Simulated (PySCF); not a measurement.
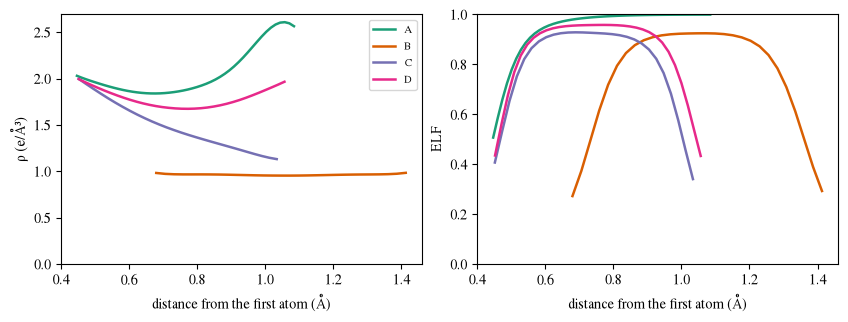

*C3H4P3 (SMILES Cc1ppc[p-]1) (charge −1). Total electron density and ELF along straight lines between neighbouring atoms. The curves leave out the atomic cores.*

Geometry: GFN2-xTB.

Level of theory: CAM-B3LYP/def2-SVPD, SCF density, gas phase in PySCF.

```yaml
atoms:
  - { symbol: C, position_ang: [-1.8195, -0.0962, -0.0240] }
  - { symbol: C, position_ang: [-0.3259, 0.1230, -0.0151] }
  - { symbol: P, position_ang: [0.2950, 1.7477, -0.0195] }
  - { symbol: P, position_ang: [2.3432, 1.3178, 0.0166] }
  - { symbol: C, position_ang: [2.2291, -0.4017, 0.0300] }
  - { symbol: P, position_ang: [0.7313, -1.2633, 0.0147] }
  - { symbol: H, position_ang: [-2.0430, -1.1497, -0.1971] }
  - { symbol: H, position_ang: [-2.2936, 0.4995, -0.8047] }
  - { symbol: H, position_ang: [-2.2598, 0.1986, 0.9308] }
  - { symbol: H, position_ang: [3.1520, -0.9712, 0.0458] }
```

Which curve belongs to which contact (C–C, C–H, C–P and P–P)? The first atom named is at distance zero.

Answer. Curve A: C–H (1.08 Å): ρ at the midpoint is about 1.9 e/Å³; the ELF climbs to about 1 towards the hydrogen, as it does in any bond to H (an ordinary covalent bond to hydrogen). Curve B: P–P (2.09 Å): the density is about 0.95 e/Å³ at the midpoint; the ELF peaks at about 0.90 between the atoms, as expected for a covalent bond. Curve C: C–P (1.72 Å): ρ is about 1.3 e/Å³ halfway; the ELF peaks at about 0.95 between the atoms, as expected for localised, covalent bonding. Curve D: C–C (1.51 Å): ρ at the midpoint is about 1.7 e/Å³; the ELF peaks at about 0.95 between the atoms, as expected for a shared electron pair.
